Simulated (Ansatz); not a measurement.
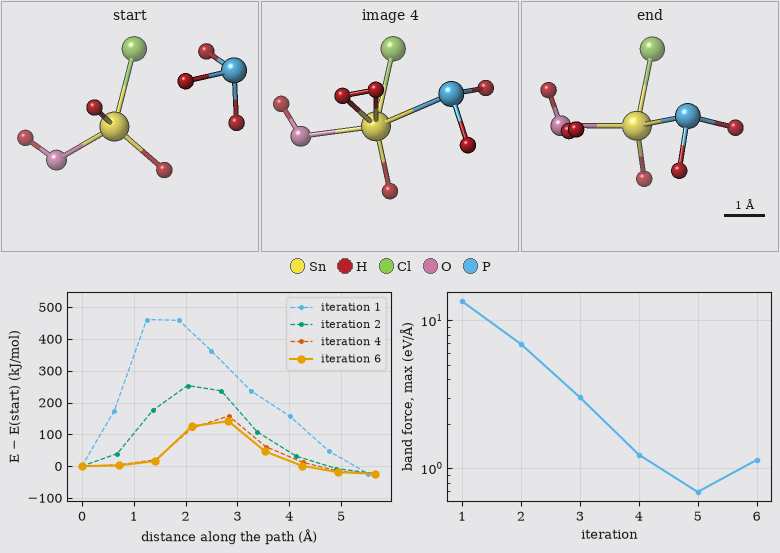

A search for the minimum-energy path of SnPH6OCl, made up at the start of SnH₃OCl and PH3 by the nudged elastic band. Images are numbered from 0 (start) to 8 (end). The plot follows the band through its iterations. Style: ball-and-stick. Shown at a tilt.

The calculation used Ansatz, RKS LDA/def2-SVP. Set-up: 7 movable images; climbing image; force threshold 0.03 eV/Å; iteration limit 6; starting path through a guess of the saddle point.

Did the band converge, and can the barrier be trusted?

Answer. The result isn't final. The band hadn't converged when the run stopped after 6 iterations. The largest component of the band force went from 13 to 1.1 eV/Å. The barrier read from it is provisional: over the last two iterations the highest image moved from 157.8 kJ/mol to 141.4 kJ/mol. The iteration limit was low. The first iteration put the highest image at 461.0 kJ/mol. The highest point, image 4, lies 141.4 kJ/mol above the start and 165.1 kJ/mol above the end; the end is at −23.8 kJ/mol relative to the start.

Limits of the set-up: the start holds two separate molecules, 2.6 Å apart at their closest, whose relative position is a soft coordinate and is computed without a dispersion correction.
